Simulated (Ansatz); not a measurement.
```
Co Ge S
1.0
     7.46583    0.00000    0.00000
     0.00000    0.00000   -7.46583
     0.00000    7.46583    0.00000
Co Ge S
4 4 16
Direct
  0.50000 0.50000 0.00000
  0.00000 0.50000 0.50000
  0.00000 0.00000 0.00000
  0.50000 0.00000 0.50000
  0.75000 0.75000 0.25000
  0.25000 0.75000 0.75000
  0.25000 0.25000 0.25000
  0.75000 0.25000 0.75000
  0.12718 0.87282 0.37282
  0.62718 0.87282 0.87282
  0.62718 0.37282 0.37282
  0.12718 0.37282 0.87282
  0.12718 0.62718 0.12718
  0.62718 0.62718 0.62718
  0.62718 0.12718 0.12718
  0.12718 0.12718 0.62718
  0.37282 0.62718 0.37282
  0.87282 0.62718 0.87282
  0.87282 0.12718 0.37282
  0.37282 0.12718 0.87282
  0.37282 0.87282 0.12718
  0.87282 0.87282 0.62718
  0.87282 0.37282 0.12718
  0.37282 0.37282 0.62718
```

Space group F-43m; started from the MgInCu4_216 prototype, which need not be the ambient phase; spin-polarised.

Computed with DFT PBE, scalar-relativistic, plane waves, PAW (Ansatz 0.2.0).

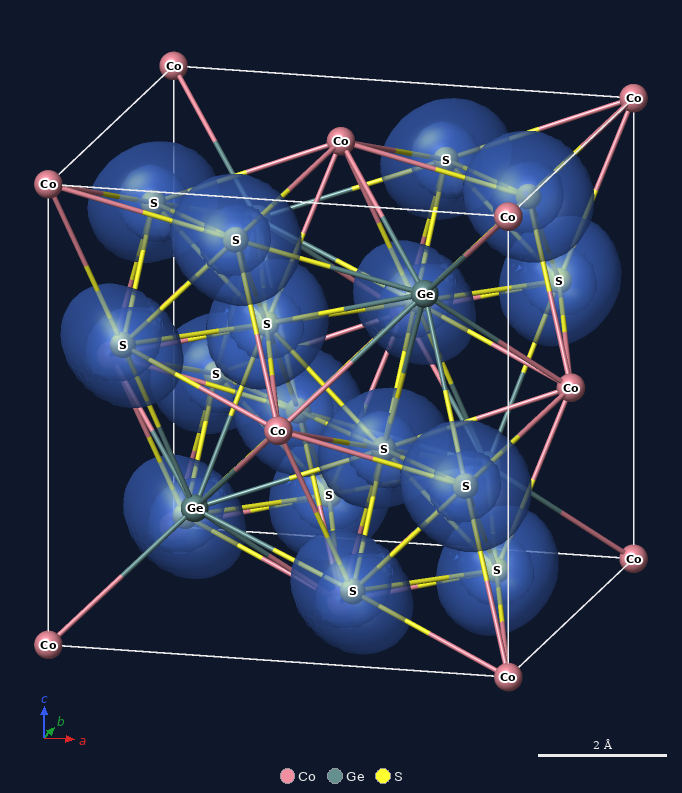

CoGeS4. Isosurface of the ELF at 0.75 (blue), seen slightly off an axis. Core shells and regions of very low density are left out. Sticks mark near contacts.

### Identify the bonds, lone pairs and shells in this picture.

The surface consists of 16 regions wrapped around S (the valence shell of each), counted in one cell of 24 atoms. Any copies at cell faces, edges or corners count once.

Values along the shortest contacts:
S–S (2.59 Å): the ELF peaks at about 0.80 in the valence shell of S, 0.7 Å from its nucleus, and drops to about 0.35 between the two atoms. Co–S (3.09 Å): the ELF is about 0.15 at the midpoint (no shared electron pair shows on this line).
